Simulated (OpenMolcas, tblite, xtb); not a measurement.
CH3ClFIn (SMILES [CH3][In]([F])[Cl]): the HOMO–LUMO gap, rung by rung

CH3ClFIn has 7 atoms, charge 0, and is taken as a singlet. As SMILES, `[CH3][In]([F])[Cl]`. Geometry: relaxed at PBE0-D4/def2-TZVP.

Quantity: the HOMO–LUMO gap, in eV. The values are calculated.

| level | kind | program | value (eV) | CPU time |
| --- | --- | --- | --- | --- |
| GFN0-xTB | semi-empirical | xtb | 3.74 | under 2 s |
| IPEA1-xTB | semi-empirical | tblite | 4.78 | under 2 s |
| HF/def2-SVP (core potential) | Hartree–Fock | OpenMolcas | 13.02 | 14 s |
| SVWN5/def2-SVP (core potential) | LDA | OpenMolcas | 4.74 | 36 s |
| BLYP/def2-SVP (core potential) | GGA | OpenMolcas | 4.71 | 45 s |
| M06-L/def2-SVP (core potential) | meta-GGA | OpenMolcas | 5.44 | 52 s |
| M06-2X/def2-SVP (core potential) | hybrid meta-GGA | OpenMolcas | 9.11 | 42 s |
| B2PLYP/def2-SVP (core potential) | double hybrid | OpenMolcas | 9.42 | 30 s |

The values span 3.74 to 13.02 eV. Orbital gaps aren't excitation energies, and those of double hybrids come from the SCF part alone; they tend to grow with the share of exact exchange. Times are those of the runs behind each value, whatever else they computed, on shared processors of several kinds: orders of magnitude only.

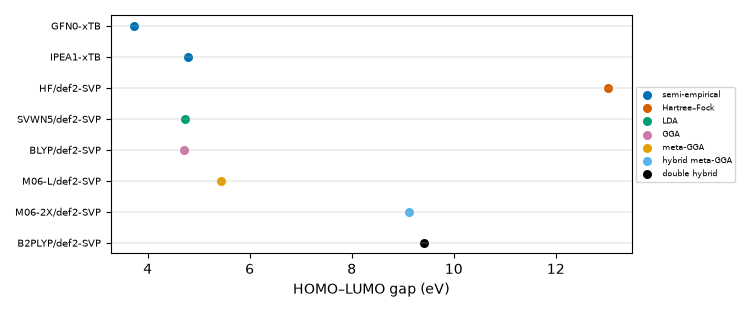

The values of the table, level by level.
